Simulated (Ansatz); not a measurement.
**CH5ClZn (built from SMILES [CH3][Zn][Cl].[H][H]): search for a transition state, part 1 of 2**

Is there a first-order saddle for this four-centre ligand exchange, which should form Zn1–H5, C2–H4 and break Zn1–C2, H4–H5, and which two structures does it connect?

Computed with Ansatz 0.2.0, Gaussian basis. Level: PBE0-D4, def2-SVP first, then def2-TZVP.

152 further runs of the same task are left out: 152 set aside as unsound or not needed.

**1. The starting structure**

The guess: 8 atoms, charge 0, spin multiplicity 1.

Atoms are counted from 1 here; the program's logs count them from 0.

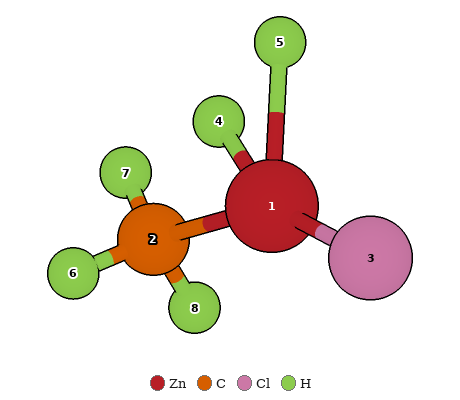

Start geometry, drawn with zinc red, carbon orange, chlorine pink, hydrogen green; atoms are numbered from 1 in the order of the file.

As a file:

```mol
CH5ClZn
  3D, bonds by distance, orders not assigned

  8  7  0  0  0  0  0  0  0  0999 V2000
   -0.8287    0.1053   -0.7941 Zn  0  0
    0.8852   -0.4196    0.4093 C   0  0
   -2.0533   -0.1017   -2.4713 Cl  0  0
   -0.3119    0.6672    0.5954 H   0  0
   -1.3569    1.4373    0.4957 H   0  0
    1.7591   -0.2387   -0.2116 H   0  0
    1.1085    0.0356    1.3721 H   0  0
    0.7981   -1.4855    0.6045 H   0  0
  1  2  8  0
  1  3  8  0
  1  4  8  0
  1  5  8  0
  2  6  8  0
  2  7  8  0
  2  8  8  0
M  END
```

Distances that are to change: Zn1–H5 1.93 Å, C2–H4 1.63 Å, Zn1–C2 2.16 Å, H4–H5 1.30 Å.

**2. Constrained relaxation of the guess**

Contents of hold/in.yaml:

```yaml
crystal:
  periodic: [false, false, false]
  atoms:
    - {symbol: Zn, position_ang: [-0.828700, 0.105300, -0.794100]}
    - {symbol: C, position_ang: [0.885200, -0.419600, 0.409300]}
    - {symbol: Cl, position_ang: [-2.053300, -0.101700, -2.471300]}
    - {symbol: H, position_ang: [-0.311900, 0.667200, 0.595400]}
    - {symbol: H, position_ang: [-1.356900, 1.437300, 0.495700]}
    - {symbol: H, position_ang: [1.759100, -0.238700, -0.211600]}
    - {symbol: H, position_ang: [1.108500, 0.035600, 1.372100]}
    - {symbol: H, position_ang: [0.798100, -1.485500, 0.604500]}
basis:
  gaussian: {orbitals: def2-SVP}
hamiltonian: {xc: pbe0, dispersion: d4}
relax: {f_tol: 0.04, max_steps: 150, escape_saddle: false, constraints: [{distance: [0, 4]}, {distance: [1, 3]}, {distance: [0, 1]}, {distance: [3, 4]}]}
```

Started as:

```bash
$ ansatz run in.yaml --threads 4 --pin off --events-out ev --progress --plain --max-ram 9574MiB
```

The program printed (excerpt; [...] marks lines left out):

```text
Functional definition: PBE0
  name "PBE0"
  cite "Adamo & Barone, J. Chem. Phys. 110, 6158 (1999) doi:10.1063/1.478522"
  cite "Perdew, Burke & Ernzerhof, Phys. Rev. Lett. 77, 3865 (1996) doi:10.1103/PhysRevLett.77.3865"
  parent pbe
[...]
928 factors; integrals over basis functions are off by at most 3.2e-4 eV
[...]
mean field -62035.60952297 eV, -2279.7666007226 hartree, gradient 8.8e-5 eV, S^2 0.000000; 0 other end points of the search recorded, 0 dependent functions left out
[...]
reference -62035.60955535 eV, -2279.7666019128 hartree; 29, 29 occupied and 59, 59 virtual orbitals, 928 factors
relax step   1: F+E_penalty+E_count = -62035.72634967 eV  Δ(F+E_penalty+E_count) = +0.000e0 eV  max|allowed force component| = 5.943e-1 eV/Å  Δτ_max = 0.0000 Å  (26 SCF iters, accepted)
[...]
relax step   5: F+E_penalty+E_count = -62035.84219815 eV  Δ(F+E_penalty+E_count) = -7.357e-3 eV  max|allowed force component| = 4.022e-2 eV/Å  Δτ_max = 0.0390 Å  (30 SCF iters, accepted)
[...]
relax step   6: F+E_penalty+E_count = -62035.84323848 eV  Δ(F+E_penalty+E_count) = -1.040e-3 eV  max|allowed force component| = 5.631e-3 eV/Å  Δτ_max = 0.0392 Å  (30 SCF iters, accepted)
  distance Zn 0 - H 4 held at 1.927901 Å   reaction = +6.6053e-1 eV/Å
  distance C 1 - H 3 held at 1.627518 Å   reaction = +7.1975e-1 eV/Å
  distance Zn 0 - C 1 held at 2.158968 Å   reaction = +1.3985e-1 eV/Å
  distance H 3 - H 4 held at 1.301929 Å   reaction = +8.8281e-1 eV/Å
928 factors; integrals over basis functions are off by at most 3.7e-4 eV
[...]
mean field -62035.72570577 eV, -2279.7708703620 hartree, gradient 1.7e-5 eV, S^2 0.000000; 1 other end points of the search recorded, 0 dependent functions left out
[...]
reference -62035.72573766 eV, -2279.7708715337 hartree; 29, 29 occupied and 59, 59 virtual orbitals, 928 factors
Total energy: -62035.84327037 eV, -2279.7751907812 hartree
Atom 0 at    -0.902827     0.218942    -0.717232 Å, force    -0.036069     0.404224     0.539942 eV/Å
Atom 1 at     0.842435    -0.391364     0.397545 Å, force    -0.615076     0.532214     0.062897 eV/Å
Atom 2 at    -1.791491    -0.349176    -2.548003 Å, force     0.003489    -0.000426     0.002987 eV/Å
Atom 3 at    -0.292856     0.730786     0.714891 Å, force    -0.205926     0.025687    -0.188844 eV/Å
Atom 4 at    -1.334642     1.508832     0.648975 Å, force     0.857214    -0.968710    -0.421499 eV/Å
Atom 5 at     1.625175    -0.214217    -0.356769 Å, force     0.000103     0.005437    -0.002692 eV/Å
Atom 6 at     1.221466    -0.035294     1.368440 Å, force     0.000907     0.003233     0.003861 eV/Å
Atom 7 at     0.632840    -1.468609     0.492153 Å, force    -0.004642    -0.001659     0.003347 eV/Å
Dipole moment:     0.412829    -0.008786     0.458650 e Å
```

It took 23 s on 4 threads of Intel Xeon at 2.50GHz, shared host.

Step by step: (the energy doesn't fall at every step)

| step | energy from step 1 (eV) | largest force component (eV/Å) |
| --- | --- | --- |
| 1 | 0.0000 | 0.5943 |
| 2 | -0.0791 | 0.1570 |
| 3 | -0.1085 | 0.3020 |
| 4 | -0.0989 | 0.3441 |
| 5 | -0.1158 | 0.0402 |
| 6 | -0.1169 | 0.0056 |

Distances of close pairs at the start and the end, largest changes first:

| bond | before (Å) | after (Å) | change (Å) |
| --- | --- | --- | --- |
| Zn1–H4 | 1.585 | 1.639 | +0.053 |
| Zn1–Cl3 | 2.087 | 2.113 | +0.026 |
| C2–H8 | 1.087 | 1.102 | +0.014 |
| C2–H6 | 1.087 | 1.101 | +0.014 |
| C2–H7 | 1.088 | 1.101 | +0.013 |
| Zn1–H5 | 1.928 | 1.928 | +0.000 |
| Zn1–C2 | 2.159 | 2.159 | +0.000 |

**3. A starting Hessian**

Contents of hessian/in.yaml:

```yaml
crystal:
  periodic: [false, false, false]
  atoms:
    - {symbol: Zn, position_ang: [-0.902827, 0.218942, -0.717232]}
    - {symbol: C, position_ang: [0.842435, -0.391364, 0.397545]}
    - {symbol: Cl, position_ang: [-1.791491, -0.349176, -2.548003]}
    - {symbol: H, position_ang: [-0.292856, 0.730786, 0.714891]}
    - {symbol: H, position_ang: [-1.334642, 1.508832, 0.648975]}
    - {symbol: H, position_ang: [1.625175, -0.214217, -0.356769]}
    - {symbol: H, position_ang: [1.221466, -0.035294, 1.368440]}
    - {symbol: H, position_ang: [0.632840, -1.468609, 0.492153]}
basis:
  gaussian: {orbitals: def2-SVP}
hamiltonian: {xc: pbe0, dispersion: d4}
phonons: {}
scf: {lower_state_search: off}
```

Started as:

```bash
$ ansatz run in.yaml --threads 4 --pin off --events-out ev --progress --plain --max-ram 9574MiB
```

The program printed (excerpt; [...] marks lines left out):

```text
[... 5 set-up lines as earlier in the session ...]
[...]
924 factors; integrals over basis functions are off by at most 3.8e-4 eV
[...]
mean field -62035.72571107 eV, -2279.7708705567 hartree, gradient 2.7e-6 eV, S^2 0.000000; 0 other end points of the search recorded, 0 dependent functions left out
[...]
reference -62035.72574297 eV, -2279.7708717288 hartree; 29, 29 occupied and 59, 59 virtual orbitals, 924 factors
[... from here to the last solve, the lines of the solves are left out (47 solves) ...]
924 factors; integrals over basis functions are off by at most 3.8e-4 eV
mean field -62035.72568584 eV, -2279.7708696296 hartree, gradient 1.2e-6 eV, S^2 0.000000; 0 other end points of the search recorded, 0 dependent functions left out
[...]
reference -62035.72571774 eV, -2279.7708708017 hartree; 29, 29 occupied and 59, 59 virtual orbitals, 924 factors
[...]
WARN: phonons: 4 modes above zero are rigid motions of the cell's bodies and no vibrations: the zero-point energy, free energy, entropy and heat capacity leave them out. With what each would have added to F at 1000 K, by the weight of its row in the mesh: 0.00 cm⁻¹ (-1.181 eV; rigid [...]
WARN: phonons: modes at or below zero, which the zero-point energy, F, S and C_V leave out: 1, the lowest at -1660.35 cm⁻¹. A minimum has none, and a first-order saddle one
[...]
Total energy: -62035.84327566 eV, -2279.7751909757 hartree
Atom 0 at    -0.902827     0.218942    -0.717232 Å, force    -0.036035     0.404411     0.540242 eV/Å
Atom 1 at     0.842435    -0.391364     0.397545 Å, force    -0.615108     0.532189     0.062876 eV/Å
Atom 2 at    -1.791491    -0.349176    -2.548003 Å, force     0.003403    -0.000555     0.002707 eV/Å
Atom 3 at    -0.292856     0.730786     0.714891 Å, force    -0.205888     0.025669    -0.188823 eV/Å
Atom 4 at    -1.334642     1.508832     0.648975 Å, force     0.857232    -0.968737    -0.421518 eV/Å
Atom 5 at     1.625175    -0.214217    -0.356769 Å, force     0.000116     0.005436    -0.002701 eV/Å
Atom 6 at     1.221466    -0.035294     1.368440 Å, force     0.000911     0.003237     0.003870 eV/Å
Atom 7 at     0.632840    -1.468609     0.492153 Å, force    -0.004632    -0.001650     0.003345 eV/Å
Dipole moment:     0.412829    -0.008785     0.458652 e Å
Vibrations: -1660.35 119.99 137.41 375.97 380.97 443.22 566.39 659.20 697.18 1083.13 1177.34 1247.79 1404.48 1415.83 1841.69 3054.06 3167.37 3181.42 cm⁻¹, zero-point energy 1.298948 eV
Checks for a lower state left out: stability, starts, cluster_reference, orbital_swaps, neighbouring_geometries, increment
```

Wall time 98 s (4 threads of Intel Xeon at 2.50GHz, shared host).

The structure is not stationary yet, so these wavenumbers are no spectrum; the search needs only the force constants.

**4. Saddle search in the small basis**

A small driver takes partitioned rational-function steps: uphill along one mode, downhill along the rest. It calls the program once a step for energy and forces and updates the Hessian by Bofill's formula. It stops when the largest force is under 0.04 eV/Å and the followed curvature is negative. The first step's input:

Contents of presaddle/in.yaml:

```yaml
crystal:
  periodic: [false, false, false]
  atoms:
    - {symbol: Zn, position_ang: [-0.902827, 0.218942, -0.717232]}
    - {symbol: C, position_ang: [0.842435, -0.391364, 0.397545]}
    - {symbol: Cl, position_ang: [-1.791491, -0.349176, -2.548003]}
    - {symbol: H, position_ang: [-0.292856, 0.730786, 0.714891]}
    - {symbol: H, position_ang: [-1.334642, 1.508832, 0.648975]}
    - {symbol: H, position_ang: [1.625175, -0.214217, -0.356769]}
    - {symbol: H, position_ang: [1.221466, -0.035294, 1.368440]}
    - {symbol: H, position_ang: [0.632840, -1.468609, 0.492153]}
basis:
  gaussian: {orbitals: def2-SVP}
hamiltonian: {xc: pbe0, dispersion: d4}
output: {forces: true}
scf: {lower_state_search: off}
```

Started as:

```bash
$ ansatz run in.yaml --threads 4 --pin off --events-out ev --progress --plain --max-ram 9574MiB
```

Step by step:

| step | energy (eV) | largest force (eV/Å) | followed curvature (eV/Å²) |
| --- | --- | --- | --- |
| 1 | -62035.84325 | 0.9687 | -14.15 |
| 2 | -62036.01276 | 0.3550 | -14.13 |
| 3 | -62036.03349 | 0.1535 | -14.11 |
| 4 | -62036.03662 | 0.0315 | -14.07 |

The 4 steps took 8.9 s in all (4 threads of Intel Xeon at 2.50GHz, shared host).

**5. Saddle search in triple zeta**

The search itself is an outer loop (partitioned rational-function steps, Bofill update of the Hessian). Each step is one single-point run with forces. It stops when the largest force is under 0.01 eV/Å and the followed curvature is negative. The first step's input:

Contents of saddle/in.yaml:

```yaml
crystal:
  periodic: [false, false, false]
  atoms:
    - {symbol: Zn, position_ang: [-0.917239, 0.220170, -0.731621]}
    - {symbol: C, position_ang: [0.805083, -0.360229, 0.401432]}
    - {symbol: Cl, position_ang: [-1.860242, -0.285791, -2.553448]}
    - {symbol: H, position_ang: [-0.275023, 0.682223, 0.676940]}
    - {symbol: H, position_ang: [-1.174828, 1.344742, 0.605740]}
    - {symbol: H, position_ang: [1.626301, -0.198748, -0.316378]}
    - {symbol: H, position_ang: [1.151273, 0.039532, 1.371946]}
    - {symbol: H, position_ang: [0.644776, -1.441999, 0.545388]}
basis:
  gaussian: {orbitals: def2-TZVP}
hamiltonian: {xc: pbe0, dispersion: d4}
output: {forces: true}
scf: {lower_state_search: off}
```

Started as:

```bash
$ ansatz run in.yaml --threads 4 --pin off --events-out ev --progress --plain --max-ram 9574MiB
```

The driver's record:

| step | energy (eV) | largest force (eV/Å) | followed curvature (eV/Å²) |
| --- | --- | --- | --- |
| 1 | -62048.57651 | 0.3202 | -14.07 |
| 2 | -62048.58007 | 0.0636 | -14.06 |
| 3 | -62048.58261 | 0.0139 | -14.09 |
| 4 | -62048.58263 | 0.0185 | -14.10 |
| 5 | -62048.58267 | 0.0082 | -14.11 |

The 5 steps took 20 s in all (4 threads of Intel Xeon at 2.50GHz, shared host).

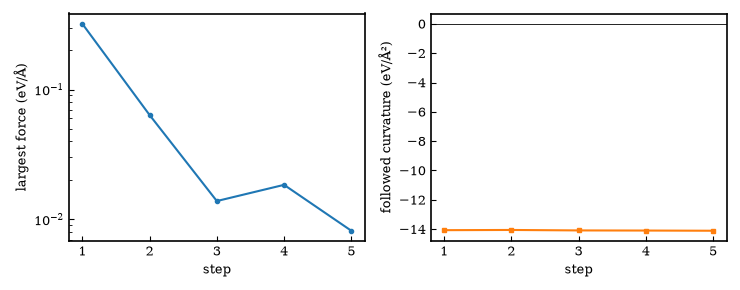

Largest force and followed curvature during the search.

The point found:

```xyz
8

Zn   -0.9154    0.2236   -0.7245
C     0.8041   -0.3595    0.4013
Cl   -1.8366   -0.2941   -2.5425
H    -0.2771    0.6837    0.6792
H    -1.1720    1.3415    0.6086
H     1.6078   -0.1984   -0.3218
H     1.1557    0.0334    1.3622
H     0.6336   -1.4304    0.5375
```

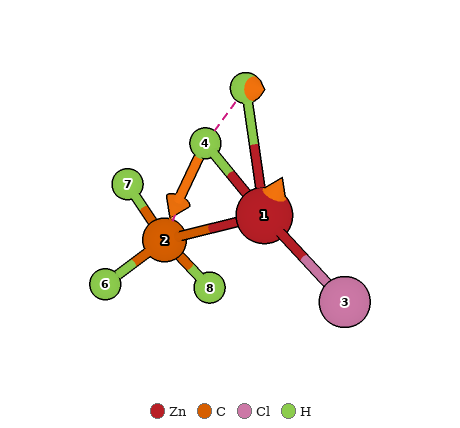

The point found; broken lines mark the pairs that react, arrows the followed mode.

**6. Vibrations at the point found**

Contents of vib/in.yaml:

```yaml
crystal:
  periodic: [false, false, false]
  atoms:
    - {symbol: Zn, position_ang: [-0.915382, 0.223603, -0.724476]}
    - {symbol: C, position_ang: [0.804127, -0.359451, 0.401340]}
    - {symbol: Cl, position_ang: [-1.836598, -0.294103, -2.542473]}
    - {symbol: H, position_ang: [-0.277077, 0.683663, 0.679180]}
    - {symbol: H, position_ang: [-1.172005, 1.341519, 0.608573]}
    - {symbol: H, position_ang: [1.607756, -0.198378, -0.321843]}
    - {symbol: H, position_ang: [1.155698, 0.033425, 1.362173]}
    - {symbol: H, position_ang: [0.633581, -1.430378, 0.537526]}
basis:
  gaussian: {orbitals: def2-TZVP}
hamiltonian: {xc: pbe0, dispersion: d4}
phonons: {temperatures: {t_min: 298.15, t_max: 900, t_step: 200}}
```

Started as:

```bash
$ ansatz run in.yaml --threads 4 --pin off --events-out ev --progress --plain --max-ram 9574MiB
```

The program printed (excerpt; [...] marks lines left out):

```text
[... 5 set-up lines as earlier in the session ...]
[...]
1209 factors; their error is unknown
[...]
mean field -62048.47193384 eV, -2280.2392856036 hartree, gradient 2.5e-5 eV, S^2 0.000000; 0 other end points of the search recorded, 0 dependent functions left out
[...]
reference -62048.47196703 eV, -2280.2392868236 hartree; 29, 29 occupied and 117, 117 virtual orbitals, 1209 factors
[... from here to the last solve, the lines of the solves are left out (47 solves) ...]
1209 factors; their error is unknown
mean field -62048.47191532 eV, -2280.2392849230 hartree, gradient 9.0e-7 eV, S^2 0.000000; 0 other end points of the search recorded, 0 dependent functions left out
[...]
WARN: phonons: modes at or below zero, which the zero-point energy, F, S and C_V leave out: 1, the lowest at -1629.14 cm⁻¹. A minimum has none, and a first-order saddle one
[...]
Total energy: -62048.58266580 eV, -2280.2433549282 hartree
Atom 0 at    -0.915382     0.223603    -0.724476 Å, force     0.000830     0.006143     0.008189 eV/Å
Atom 1 at     0.804127    -0.359451     0.401340 Å, force     0.001189    -0.000765    -0.002344 eV/Å
Atom 2 at    -1.836598    -0.294103    -2.542473 Å, force    -0.001769    -0.000537    -0.001081 eV/Å
Atom 3 at    -0.277077     0.683663     0.679180 Å, force    -0.002689     0.002722    -0.000343 eV/Å
Atom 4 at    -1.172005     1.341519     0.608573 Å, force     0.002187    -0.006482    -0.005827 eV/Å
Atom 5 at     1.607756    -0.198378    -0.321843 Å, force     0.001314    -0.000368     0.001540 eV/Å
Atom 6 at     1.155698     0.033425     1.362173 Å, force    -0.001397     0.000075    -0.000354 eV/Å
Atom 7 at     0.633581    -1.430378     0.537526 Å, force     0.000336    -0.000788     0.000219 eV/Å
Dipole moment:     0.361170     0.034133     0.466225 e Å
Vibrations: -1629.14 121.17 123.50 245.22 386.56 447.31 470.48 689.55 850.43 1195.51 1272.60 1413.74 1433.59 1551.47 1944.63 3034.54 3114.03 3143.69 cm⁻¹, zero-point energy 1.328987 eV
```

Wall time 2.2 min (4 threads of Intel Xeon at 2.50GHz, shared host).

Wavenumbers and character of the modes:

| mode | wavenumber (cm⁻¹) | character |
| --- | --- | --- |
| 1 | 1629i | changes C2–H4, H4–H5 |
| 2 | 121 | bend |
| 3 | 124 | torsion |
| 4 | 245 | torsion |
| 5 | 387 | Zn–C and Zn–Cl stretch |
| 6 | 447 | Zn–Cl and Zn–C stretch |
| 7 | 470 | torsion with bend |
| 8 | 690 | bend |
| 9 | 850 | bend |
| 10 | 1196 | bend |
| 11 | 1273 | bend |
| 12 | 1414 | bend |
| 13 | 1434 | bend |
| 14 | 1551 | Zn–H stretch |
| 15 | 1945 | Zn–H stretch |
| 16 | 3035 | C–H stretch |
| 17 | 3114 | C–H stretch |
| 18 | 3144 | C–H stretch |

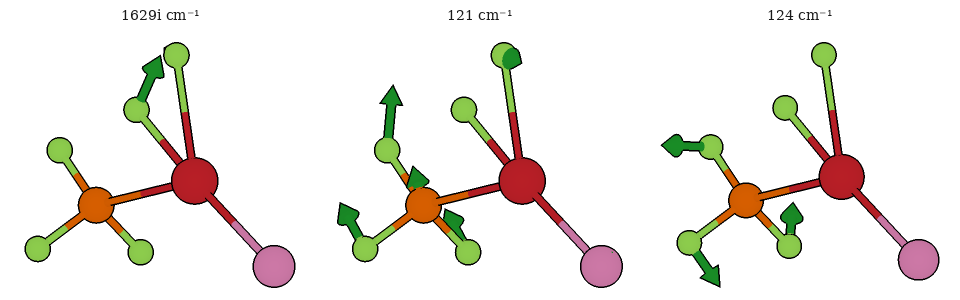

How the atoms move in 3 of the modes.

Vibrational sums (real modes only):

| T (K) | entropy (J/mol/K) | heat capacity (J/mol/K) |
| --- | --- | --- |
| 298 | 46.2 | 49.7 |
| 498 | 77.2 | 71.8 |
| 698 | 104.1 | 88.0 |
| 898 | 127.8 | 99.9 |

(Continued in part 2 of 2.)
